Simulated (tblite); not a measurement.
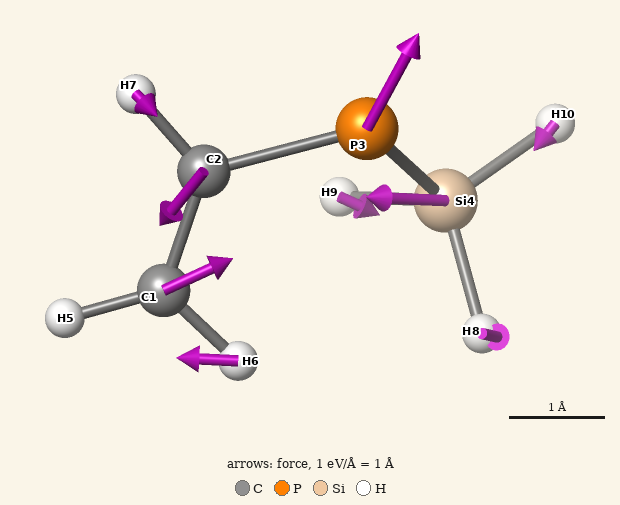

Starting geometry of C$_{2}$H$_{6}$PSi (charge −1) with the computed forces as purple arrows. Style: ball-and-stick. Shown at a tilt.

Level of theory: tblite 0.8.0, GFN2-xTB geometry optimisation, gas phase. 

What follows when this structure is relaxed?

Answer. It isn't relaxed: the largest force vector, on P3, is 1.18 eV/Å. The final displacements have little in common with the starting forces (cosine between the two patterns 0.27). After 58 geometry steps the energy has fallen by 44.3 kJ/mol. The atom that moves furthest after the best rigid fit is H6 (0.76 Å). By element the largest moves are H 0.76 Å, P 0.67 Å, C 0.15 Å, Si 0.11 Å. Near-neighbour distances that change, for instance: C1–H6 1.093 → 1.077 Å, Si4–H10 1.485 → 1.472 Å, P3–Si4 2.174 → 2.163 Å, C2–P3 1.775 → 1.767 Å. Bond angles that change, for instance: P3–Si4–H8 105.4° → 118.0°, C1–C2–P3 122.9° → 131.3°, H8–Si4–H9 110.2° → 102.5°. Groups turn about C2–P3 by about 55°, P3–Si4 by about 30°. The run took 0.2 s on 1 thread of Arm Neoverse V2 (shared host).
